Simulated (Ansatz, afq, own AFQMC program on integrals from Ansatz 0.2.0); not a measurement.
# C2H8BNS (singlet): quantum Monte Carlo beside coupled cluster, def2-SVP

Aim: compute C2H8BNS (singlet) with auxiliary-field quantum Monte Carlo on the same integrals as coupled cluster, and set the energies side by side.

Program: Ansatz 0.2.0, Gaussian basis, and an in-house AFQMC program (afq) on its integrals; all values are calculated. Level of theory: def2-SVP, frozen cores. These are calculated values, not measurements.

The runs, in order: CCSD(T) on RHF; PBE (unrestricted); r2SCAN (unrestricted); PBE0 (unrestricted); B3LYP (unrestricted); wB97M-V (unrestricted); B2PLYP (unrestricted); Phaseless AFQMC, CISD trial on RHF; Phaseless AFQMC, single-determinant trial on RHF; UHF.

### Step 1. The system

The geometry is a PBE0/def2-SVP stationary point (not a proven minimum).

13 atoms, charge 0, spin multiplicity 1.

Atoms are counted from 1 here; the program's logs count them from 0.

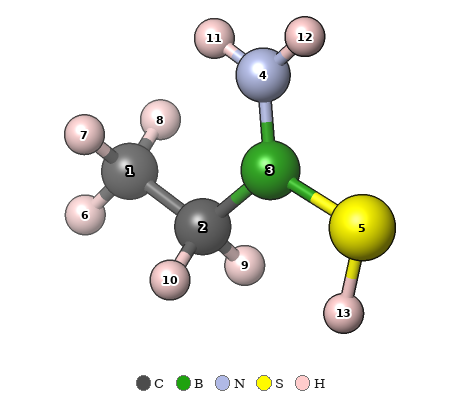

The geometry (carbon dark grey, boron green, nitrogen light blue, sulfur yellow, hydrogen pink); atoms are numbered from 1 in the order of the file.

As a file:

```xyz
13
C2H8BNS
C    -1.4314   -0.8229    0.0977
C    -0.4657    0.0468   -0.6992
B     0.8765    0.4571    0.0376
N     1.1591    0.0374    1.3424
S     2.1296    1.5099   -0.7947
H    -2.3394   -1.0675   -0.4751
H    -0.9696   -1.7810    0.3891
H    -1.7620   -0.3208    1.0221
H    -0.9708    0.9759   -1.0216
H    -0.1900   -0.4598   -1.6423
H     0.5206   -0.5439    1.8686
H     2.0023    0.2766    1.8465
H     1.4610    1.6576   -1.9564
```

### Step 2. CCSD(T) on RHF

Contents of in.yaml:

```yaml
crystal:
  periodic: [false, false, false]
  atoms:
    - {symbol: C, position_ang: [-1.431381, -0.822935, 0.097710]}
    - {symbol: C, position_ang: [-0.465713, 0.046832, -0.699171]}
    - {symbol: B, position_ang: [0.876504, 0.457120, 0.037629]}
    - {symbol: N, position_ang: [1.159143, 0.037361, 1.342373]}
    - {symbol: S, position_ang: [2.129596, 1.509886, -0.794720]}
    - {symbol: H, position_ang: [-2.339355, -1.067492, -0.475121]}
    - {symbol: H, position_ang: [-0.969647, -1.781004, 0.389121]}
    - {symbol: H, position_ang: [-1.761967, -0.320836, 1.022127]}
    - {symbol: H, position_ang: [-0.970794, 0.975893, -1.021579]}
    - {symbol: H, position_ang: [-0.189955, -0.459801, -1.642347]}
    - {symbol: H, position_ang: [0.520632, -0.543941, 1.868614]}
    - {symbol: H, position_ang: [2.002290, 0.276594, 1.846519]}
    - {symbol: H, position_ang: [1.461048, 1.657623, -1.956355]}
basis:
  gaussian: {orbitals: def2-SVP}
magnetization: {spin_polarized: false}
correlation: {method: ccsd_t, electrons: outside_noble_gas, hamiltonian_folder: ham}
```

On the command line:

```bash
> ansatz run in.yaml --threads 1 --pin off --events-out ev --progress --plain --max-ram 16896MiB --backend cuda --devices 0, --max-vram 18GiB
```

What it wrote:

```text
Functional definition: HF
  name "HF"
  cite "Fock, Z. Phys. 61, 126 (1930) doi:10.1007/BF01340294"
  parent pbe
  exchange = exact_x
  correlation = 0
1158 factors; integrals over basis functions are off by at most 1.2e-3 eV
mean field evaluation 1: about -15150.4909 eV, gradient 3.7e1 eV
mean field evaluation 2: about -15150.5979 eV, gradient 3.7e1 eV
mean field evaluation 4: about -15154.1776 eV, gradient 3.7e0 eV
mean field evaluation 8: about -15154.2300 eV, gradient 2.1e-4 eV
mean field evaluation 16: about -15154.2274 eV, gradient 8.0e-1 eV
mean field -15154.22995673 eV, -556.9076790038 hartree, gradient 5.6e-6 eV, S^2 0.000000; 0 other end points of the search recorded, 0 dependent functions left out
9 core orbitals not correlated: weight in the atoms' cores, before any rotation towards them, 1.000 or more for the frozen orbitals, at most 0.000 for the correlated occupied ones
reference -15154.22995673 eV, -556.9076790038 hartree; 15, 15 occupied and 90, 90 virtual orbitals, 1158 factors
second order -18.43740038 eV of doubles, -0.00000000 eV of singles
cycle   1  -19.54965977 eV  change    -1.1e0 eV  update   9.1e-2
cycle   2  -20.04195969 eV  change   -4.9e-1 eV  update   2.7e-2
cycle   3  -20.12827104 eV  change   -8.6e-2 eV  update   1.2e-2
cycle   4  -20.12575909 eV  change    2.5e-3 eV  update   3.4e-3
cycle   5  -20.12543676 eV  change    3.2e-4 eV  update   1.3e-3
cycle   6  -20.12509365 eV  change    3.4e-4 eV  update   3.6e-4
cycle   7  -20.12501074 eV  change    8.3e-5 eV  update   1.0e-4
cycle   8  -20.12501490 eV  change   -4.2e-6 eV  update   3.3e-5
perturbative correction -0.59419468 eV, -0.0218362516 hartree
Total energy: -15174.94916631 eV, -557.6690959118 hartree
```

Run time: 2.2 s. Hardware: 1 × NVIDIA H100 80GB HBM3 with 1 thread of AMD EPYC 7R13 (Zen 3), shared host; peak host memory 0.79 GiB.

From the report: correlation -20.7192 eV; T1 0.011; largest double amplitude 0.03.

This run also writes the integrals to the folder ham.

### Step 3. PBE (unrestricted)

Changes to in.yaml since step 2:

```diff
@@ -18,3 +18,4 @@
   gaussian: {orbitals: def2-SVP}
-magnetization: {spin_polarized: false}
-correlation: {method: ccsd_t, electrons: outside_noble_gas, hamiltonian_folder: ham}
+magnetization: {spin_polarized: true, initial_magnetization: 0}
+hamiltonian: {xc: {name: PBE}}
+output: {orbitals: {seedname: orbitals}}
```

On the command line:

```bash
> ansatz run in.yaml --threads 1 --pin off --events-out ev --progress --plain --max-ram 5632MiB --backend cpu
```

What it wrote:

```text
Functional definition: PBE
  name "PBE"
  cite "Perdew, Burke & Ernzerhof, Phys. Rev. Lett. 77, 3865 (1996) doi:10.1103/PhysRevLett.77.3865"
  parent pbe
  parameter kappa = 0.804
  parameter beta = 0.06672455060314922
  exchange = pbe_x(kappa = kappa, mu = beta*pi^2/3)
  correlation = pbe_c(beta = beta)
1311 factors; their error is unknown
mean field evaluation 1: about -15176.1275 eV, gradient 5.7e1 eV
mean field evaluation 2: about -15139.3456 eV, gradient 9.8e1 eV
mean field evaluation 4: about -15190.9073 eV, gradient 8.7e0 eV
mean field evaluation 8: about -15191.2760 eV, gradient 2.0e-1 eV
mean field evaluation 16: about -15191.2152 eV, gradient 2.4e-4 eV
mean field -15191.21516812 eV, -558.2668604529 hartree, gradient 3.5e-5 eV, S^2 0.000000; 0 other end points of the search recorded, 0 dependent functions left out
reference -15191.21520302 eV, -558.2668617355 hartree; 24, 24 occupied and 90, 90 virtual orbitals, 1311 factors
Total energy: -15191.21520302 eV, -558.2668617355 hartree
```

Wall time 3.9 s (1 thread of AMD EPYC 7R13 (Zen 3), shared host); peak memory 0.73 GiB.

From the report: ⟨S²⟩ of the determinant 0.000 (pure singlet: 0.00).

### Step 4. r2SCAN (unrestricted)

Changes to in.yaml since step 3:

```diff
@@ -19,3 +19,2 @@
 magnetization: {spin_polarized: true, initial_magnetization: 0}
-hamiltonian: {xc: {name: PBE}}
-output: {orbitals: {seedname: orbitals}}
+hamiltonian: {xc: {name: r2SCAN}}
```

The command is unchanged.

What it wrote:

```text
Functional definition: r2SCAN
  name "r2SCAN"
  cite "Furness, Kaplan, Ning, Perdew & Sun, J. Phys. Chem. Lett. 11, 8208 (2020) doi:10.1021/acs.jpclett.0c02405"
  cite "Furness, Kaplan, Ning, Perdew & Sun, J. Phys. Chem. Lett. 11, 9248 (2020) doi:10.1021/acs.jpclett.0c03077"
  parent r2scan
  parameter k0 = 0.174
  parameter k1 = 0.065
  parameter a1 = 4.9479
  exchange = r2scan_x(k0 = k0, k1 = k1, a1 = a1)
  correlation = r2scan_c
1311 factors; their error is unknown
mean field evaluation 1: about -15186.5120 eV, gradient 5.1e1 eV
mean field evaluation 2: about -15168.4429 eV, gradient 7.7e1 eV
mean field evaluation 4: about -15198.6227 eV, gradient 4.9e0 eV
mean field evaluation 8: about -15198.7395 eV, gradient 1.1e-1 eV
mean field evaluation 16: about -15198.6778 eV, gradient 1.4e-4 eV
mean field -15198.67777642 eV, -558.5411062496 hartree, gradient 4.5e-5 eV, S^2 0.000000; 0 other end points of the search recorded, 0 dependent functions left out
reference -15198.67778782 eV, -558.5411066684 hartree; 24, 24 occupied and 90, 90 virtual orbitals, 1311 factors
Total energy: -15198.67778782 eV, -558.5411066684 hartree
```

Run time: 7.5 s. Hardware: 1 thread of AMD EPYC 7R13 (Zen 3), shared host; peak memory 1.6 GiB.

From the report: ⟨S²⟩ of the determinant 0.000 (pure singlet: 0.00).

### Step 5. PBE0 (unrestricted)

Changes to in.yaml since step 4:

```diff
@@ -19,2 +19,3 @@
 magnetization: {spin_polarized: true, initial_magnetization: 0}
-hamiltonian: {xc: {name: r2SCAN}}
+hamiltonian: {xc: {name: PBE0}}
+output: {orbitals: {seedname: orbitals}}
```

The command is unchanged.

What it wrote:

```text
Functional definition: PBE0
  name "PBE0"
  cite "Adamo & Barone, J. Chem. Phys. 110, 6158 (1999) doi:10.1063/1.478522"
  cite "Perdew, Burke & Ernzerhof, Phys. Rev. Lett. 77, 3865 (1996) doi:10.1103/PhysRevLett.77.3865"
  parent pbe
  parameter a = 0.25
  parameter kappa = 0.804
  parameter beta = 0.06672455060314922
  exchange = (1 - a)*pbe_x(kappa = kappa, mu = beta*pi^2/3) + a*exact_x
  correlation = pbe_c(beta = beta)
1158 factors; integrals over basis functions are off by at most 1.2e-3 eV
mean field evaluation 1: about -15183.7079 eV, gradient 4.5e1 eV
mean field evaluation 2: about -15177.6043 eV, gradient 5.6e1 eV
mean field evaluation 4: about -15192.7574 eV, gradient 2.4e0 eV
mean field evaluation 8: about -15193.0308 eV, gradient 1.9e-1 eV
mean field evaluation 16: about -15193.0310 eV, gradient 6.6e-5 eV
mean field -15193.03104159 eV, -558.3335925722 hartree, gradient 9.2e-6 eV, S^2 0.000000; 0 other end points of the search recorded, 0 dependent functions left out
reference -15193.03106819 eV, -558.3335935496 hartree; 24, 24 occupied and 90, 90 virtual orbitals, 1158 factors
Total energy: -15193.03106819 eV, -558.3335935496 hartree
```

Run time: 4.9 s. Hardware: 1 thread of AMD EPYC 7R13 (Zen 3), shared host; peak memory 1.7 GiB.

From the report: ⟨S²⟩ of the determinant 0.000 (pure singlet: 0.00).

### Step 6. B3LYP (unrestricted)

Changes to in.yaml since step 5:

```diff
@@ -19,3 +19,2 @@
 magnetization: {spin_polarized: true, initial_magnetization: 0}
-hamiltonian: {xc: {name: PBE0}}
-output: {orbitals: {seedname: orbitals}}
+hamiltonian: {xc: {name: B3LYP}}
```

Launched as before.

What it wrote, shortened:

```text
Functional definition: B3LYP
  name "B3LYP"
  cite "Stephens, Devlin, Chabalowski & Frisch, J. Phys. Chem. 98, 11623 (1994) doi:10.1021/j100096a001"
  cite "Becke, Phys. Rev. A 38, 3098 (1988) doi:10.1103/PhysRevA.38.3098"
  cite "Lee, Yang & Parr, Phys. Rev. B 37, 785 (1988) doi:10.1103/PhysRevB.37.785"
  cite "Vosko, Wilk & Nusair, Can. J. Phys. 58, 1200 (1980) doi:10.1139/p80-159"
[...]
1158 factors; integrals over basis functions are off by at most 1.2e-3 eV
[...]
mean field -15202.74379962 eV, -558.6905298461 hartree, gradient 1.0e-5 eV, S^2 0.000000; 0 other end points of the search recorded, 0 dependent functions left out
reference -15202.74404598 eV, -558.6905388996 hartree; 24, 24 occupied and 90, 90 virtual orbitals, 1158 factors
Total energy: -15202.74404598 eV, -558.6905388996 hartree
```

Run time: 4.8 s. Hardware: 1 thread of AMD EPYC 7R13 (Zen 3), shared host; peak memory 1.7 GiB.

From the report: ⟨S²⟩ of the determinant 0.000 (pure singlet: 0.00).

### Step 7. wB97M-V (unrestricted)

Changes to in.yaml since step 6:

```diff
@@ -19,2 +19,3 @@
 magnetization: {spin_polarized: true, initial_magnetization: 0}
-hamiltonian: {xc: {name: B3LYP}}
+hamiltonian: {xc: {name: wB97M-V}}
+output: {orbitals: {seedname: orbitals}}
```

The command is unchanged.

What it wrote, shortened:

```text
Functional definition: wB97M-V
  name "wB97M-V"
  cite "Mardirossian & Head-Gordon, J. Chem. Phys. 144, 214110 (2016) doi:10.1063/1.4952647"
  cite "Becke, J. Chem. Phys. 107, 8554 (1997) doi:10.1063/1.475007"
  cite "Vydrov & Van Voorhis, J. Chem. Phys. 133, 244103 (2010) doi:10.1063/1.3521275"
  # Of w^i u^j: cxij and so on, Table III.
[...]
  gx(w, u) = 1 - cx + cx01*u + cx10*w
  gss(w, u) = css00 + css04*u^4 + css10*w + css20*w^2 + css43*w^4*u^3
  gos(w, u) = cos00 + cos10*w + (cos20 + cos21*u)*w^2 + (cos60 + cos61*u)*w^6
[...]
      + integral(e_c_pw_mod_opposite_spin*gos(b97_w_opposite, b97_u_opposite)) + vv10(b, c)
1158 factors; integrals over basis functions are off by at most 1.2e-3 eV
347 factors; integrals over basis functions are off by at most 9.6e-6 eV
[...]
mean field -15199.07411137 eV, -558.5556712902 hartree, gradient 4.5e-5 eV, S^2 0.000000; 0 other end points of the search recorded, 0 dependent functions left out
reference -15199.07415350 eV, -558.5556728385 hartree; 24, 24 occupied and 90, 90 virtual orbitals, 1158 factors
Total energy: -15199.07415350 eV, -558.5556728385 hartree
```

Run time: 16 s. Hardware: 1 thread of AMD EPYC 7R13 (Zen 3), shared host; peak memory 1.7 GiB.

From the report: ⟨S²⟩ of the determinant 0.000 (pure singlet: 0.00).

### Step 8. B2PLYP (unrestricted)

Changes to in.yaml since step 7:

```diff
@@ -19,3 +19,3 @@
 magnetization: {spin_polarized: true, initial_magnetization: 0}
-hamiltonian: {xc: {name: wB97M-V}}
-output: {orbitals: {seedname: orbitals}}
+hamiltonian: {xc: {name: B2PLYP}}
+correlation: {electrons: outside_noble_gas}
```

Launched as before.

What it wrote, shortened:

```text
Functional definition: B2PLYP
  name "B2PLYP"
  cite "Grimme, J. Chem. Phys. 124, 034108 (2006) doi:10.1063/1.2148954"
  cite "Becke, Phys. Rev. A 38, 3098 (1988) doi:10.1103/PhysRevA.38.3098"
  cite "Lee, Yang & Parr, Phys. Rev. B 37, 785 (1988) doi:10.1103/PhysRevB.37.785"
[...]
1158 factors; integrals over basis functions are off by at most 1.2e-3 eV
[...]
mean field -15187.04903611 eV, -558.1137579254 hartree, gradient 6.7e-6 eV, S^2 0.000000; 0 other end points of the search recorded, 0 dependent functions left out
9 core orbitals not correlated: weight in the atoms' cores, before any rotation towards them, 1.000 or more for the frozen orbitals, at most 0.000 for the correlated occupied ones
reference -15187.04919332 eV, -558.1137637028 hartree; 15, 15 occupied and 90, 90 virtual orbitals, 1158 factors
second order -22.53136626 eV of doubles, -0.00000000 eV of singles
Total energy: -15193.13266221 eV, -558.3373270610 hartree
```

Wall time 6.5 s (1 thread of AMD EPYC 7R13 (Zen 3), shared host); peak memory 1.7 GiB.

From the report: ⟨S²⟩ of the determinant 0.000 (pure singlet: 0.00).

### Step 9. Phaseless AFQMC, CISD trial on RHF

It reads the integrals that the CCSD(T) run on this determinant wrote.

On the command line:

```bash
> afq ham --method phaseless --trial cisd --walkers 2300 --populations 20 --least-time 60 --time-step 0.005 --steps-per-block 50 --equilibration-blocks 28 --max-blocks 4000 --target-error 0.00033 --factor-cut 1e-05 --seed 8391 --release-times 0.2,0.4,0.6 --release-step 0.02 --release-every 5 --taylor-order 6
```

What it wrote:

```text
orbitals 105  electrons 15 15  factors 907 of 1158
reference energy -556.90767900 Eh
CCSD correlation -0.73958029 Eh in 10 cycles, weight of the determinant in the CISD state 0.7713
energy of the start -557.647257 Eh
 block  time / (1/Eh)  mean weight  energy / Eh
     1     0.250  0.9993  -557.613565
     2     0.500  0.9994  -557.628750
     3     0.750  1.0006  -557.643489
     4     1.000  1.0001  -557.651806
     5     1.250  1.0006  -557.659492
     6     1.500  1.0001  -557.662804
     7     1.750  0.9991  -557.661753
     8     2.000  0.9999  -557.666637
     9     2.250  0.9996  -557.667656
    10     2.500  1.0000  -557.670030
    13     3.250  0.9995  -557.669799
    17     4.250  0.9997  -557.668033
    21     5.250  1.0000  -557.671991
    25     6.250  0.9998  -557.670613
    29     7.250  0.9991  -557.669696
    33     8.250  1.0000  -557.668474
    37     9.250  0.9999  -557.668476
    41    10.250  0.9994  -557.668667
    45    11.250  1.0002  -557.669850
    49    12.250  1.0005  -557.672748
    53    13.250  1.0006  -557.669445
    57    14.250  0.9993  -557.671844
    61    15.250  1.0000  -557.667965
    65    16.250  1.0008  -557.674138
    69    17.250  0.9989  -557.671398
    73    18.250  1.0007  -557.668669
    77    19.250  0.9994  -557.672363
    81    20.250  1.0000  -557.670717
    85    21.250  0.9999  -557.672231
    89    22.250  1.0005  -557.669305
    93    23.250  0.9999  -557.674125
    97    24.250  1.0004  -557.668978
   101    25.250  1.0004  -557.674615
   105    26.250  0.9999  -557.670515
   109    27.250  0.9998  -557.670456
   113    28.250  0.9998  -557.672069
   117    29.250  1.0001  -557.673624
   121    30.250  0.9994  -557.670157
   125    31.250  0.9994  -557.670989
   129    32.250  1.0000  -557.672023
   133    33.250  1.0005  -557.670390
   137    34.250  0.9998  -557.669474
   141    35.250  1.0002  -557.671231
   145    36.250  1.0002  -557.669389
   149    37.250  1.0003  -557.671792
   153    38.250  0.9998  -557.668407
   157    39.250  1.0006  -557.673431
   161    40.250  0.9995  -557.674363
   165    41.250  0.9997  -557.672159
   169    42.250  1.0001  -557.670571
error from the spread of 20 populations
released: time / (1/Eh)  energy / Eh  error  mean overlap
  0.20  -557.671381  0.000553  0.9977
  0.40  -557.671722  0.000592  0.9954
  0.60  -557.671809  0.000680  0.9959
energy -557.671425 +/- 0.000316 Eh
```

Wall time 6.1 min (1 × NVIDIA H100 80GB HBM3 with 2 threads of AMD EPYC 7R13 (Zen 3), shared host); peak host memory 1.7 GiB.

Energy -15175.0125 ± 0.0086 eV. Caveats: constraint bias not in the error.

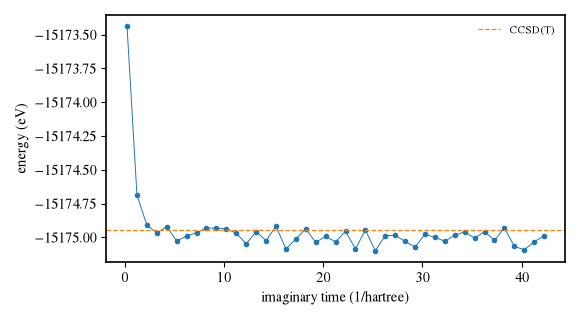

Block energies along the walk.

### Step 10. Phaseless AFQMC, single-determinant trial on RHF

It reads the integrals that the CCSD(T) run on this determinant wrote.

On the command line:

```bash
> afq ham --method phaseless --trial hf --walkers 2300 --populations 20 --least-time 40 --time-step 0.005 --steps-per-block 20 --equilibration-blocks 112 --max-blocks 4000 --target-error 0.00165 --factor-cut 1e-05 --seed 9477 --taylor-order 6
```

What it wrote:

```text
orbitals 105  electrons 15 15  factors 907 of 1158
reference energy -556.90767900 Eh
CCSD correlation -0.73958029 Eh in 10 cycles, weight of the determinant in the CISD state 0.7713
energy of the start -556.907680 Eh
 block  time / (1/Eh)  mean weight  energy / Eh
     1     0.100  1.0035  -557.097080
     2     0.200  1.0056  -557.232198
     3     0.300  1.0054  -557.327083
     4     0.400  1.0050  -557.400929
     5     0.500  1.0040  -557.461017
     6     0.600  1.0041  -557.501481
     7     0.700  1.0033  -557.539661
     8     0.800  1.0015  -557.562820
     9     0.900  1.0025  -557.582645
    10     1.000  1.0017  -557.602498
    11     1.100  1.0020  -557.610530
    21     2.100  1.0009  -557.648874
    31     3.100  1.0003  -557.676041
    41     4.100  0.9997  -557.675137
    51     5.100  0.9996  -557.672447
    61     6.100  1.0001  -557.664751
    71     7.100  0.9996  -557.675442
    81     8.100  0.9994  -557.671920
    91     9.100  1.0004  -557.685888
   101    10.100  0.9996  -557.693637
   111    11.100  0.9997  -557.678503
   121    12.100  1.0007  -557.672558
   131    13.100  0.9993  -557.662332
   141    14.100  0.9999  -557.686338
   151    15.100  1.0004  -557.667685
   161    16.100  0.9994  -557.686683
   171    17.100  1.0000  -557.670711
   181    18.100  1.0004  -557.680498
   191    19.100  1.0000  -557.684780
   201    20.100  1.0002  -557.678836
   211    21.100  1.0003  -557.662024
   221    22.100  0.9995  -557.671155
   231    23.100  0.9998  -557.665724
   241    24.100  1.0005  -557.669980
   251    25.100  1.0000  -557.683934
   261    26.100  0.9996  -557.693321
   271    27.100  0.9995  -557.671494
   281    28.100  1.0003  -557.687806
   291    29.100  0.9997  -557.676712
   301    30.100  1.0005  -557.679520
   311    31.100  1.0009  -557.672230
   321    32.100  0.9996  -557.678714
   331    33.100  1.0003  -557.685969
   341    34.100  0.9996  -557.692552
   351    35.100  1.0000  -557.665106
   361    36.100  1.0002  -557.667865
   371    37.100  1.0002  -557.668121
   381    38.100  0.9999  -557.678873
   391    39.100  1.0008  -557.662849
   401    40.100  1.0005  -557.673904
error from the spread of 20 populations
energy -557.676608 +/- 0.001640 Eh
```

Run time: 2 min. Hardware: 1 × NVIDIA H100 80GB HBM3 with 2 threads of AMD EPYC 7R13 (Zen 3), shared host; peak host memory 1.8 GiB.

Energy -15175.1536 ± 0.0446 eV. Caveats: constraint bias not in the error.

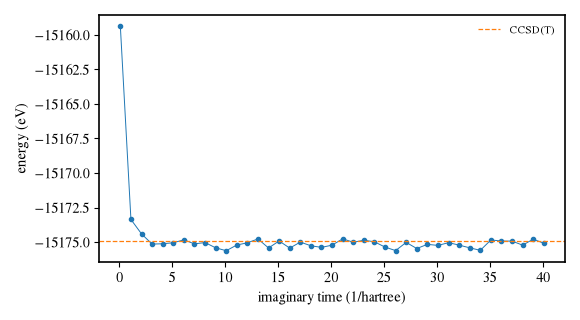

Block energies along the walk.

### Step 11. UHF

Changes to in.yaml since step 8:

```diff
@@ -19,3 +19,3 @@
 magnetization: {spin_polarized: true, initial_magnetization: 0}
-hamiltonian: {xc: {name: B2PLYP}}
-correlation: {electrons: outside_noble_gas}
+hamiltonian: {xc: hf}
+output: {orbitals: {seedname: orbitals}}
```

On the command line:

```bash
> ansatz run in.yaml --threads 1 --pin off --events-out ev --progress --plain --max-ram 16896MiB --backend cuda --devices 0, --max-vram 18GiB
```

What it wrote:

```text
Functional definition: HF
  name "HF"
  cite "Fock, Z. Phys. 61, 126 (1930) doi:10.1007/BF01340294"
  parent pbe
  exchange = exact_x
  correlation = 0
1158 factors; integrals over basis functions are off by at most 1.2e-3 eV
mean field evaluation 1: about -15150.4909 eV, gradient 2.6e1 eV
mean field evaluation 2: about -15150.5979 eV, gradient 2.6e1 eV
mean field evaluation 4: about -15154.1776 eV, gradient 2.6e0 eV
mean field evaluation 8: about -15154.2297 eV, gradient 1.4e-1 eV
mean field -15154.22995673 eV, -556.9076790038 hartree, gradient 1.4e-5 eV, S^2 0.000000; 0 other end points of the search recorded, 0 dependent functions left out
reference -15154.22995673 eV, -556.9076790038 hartree; 24, 24 occupied and 90, 90 virtual orbitals, 1158 factors
Total energy: -15154.22995673 eV, -556.9076790038 hartree
```

Run time: 1.7 s. Hardware: 1 × NVIDIA H100 80GB HBM3 with 1 thread of AMD EPYC 7R13 (Zen 3), shared host; peak host memory 1.8 GiB.

From the report: ⟨S²⟩ of the determinant 0.000 (pure singlet: 0.00).

### Step 12. AFQMC on the ladder

On the RHF determinant, counted from CCSD(T) (a yardstick, not exact):

```tsv
level	energy (eV)	from CCSD(T) (meV)	statistical error (meV)	time
HF	-15154.2300	+20719.2		
MP2	-15172.6674	+2281.8		
CCSD	-15174.3550	+594.2		
CCSD(T)	-15174.9492	0.0		
Phaseless AFQMC, CISD trial, step 0.005, 2300 walkers	-15175.0125	-63.4	8.6	6.1 min
Phaseless AFQMC, single-determinant trial, step 0.005, 2300 walkers	-15175.1536	-204.4	44.6	2 min
```

The functionals' totals stand on their own zeros and serve differences with other points: PBE -15191.215 eV; r2SCAN -15198.678 eV; PBE0 -15193.031 eV; B3LYP -15202.744 eV; wB97M-V -15199.074 eV; B2PLYP -15193.133 eV.

### Step 13. Summary of results

```
                                                     quantity              value
              Phaseless AFQMC, CISD trial on RHF from CCSD(T)    -63.4 ± 8.6 meV
Phaseless AFQMC, single-determinant trial on RHF from CCSD(T)  -204.4 ± 44.6 meV
```

What this shows: On RHF the phaseless walk with the CISD trial lies -63.4 meV from CCSD(T), 7 times its error bar. Error bars are statistical and leave out the constraint, the time step and what remains of the start.
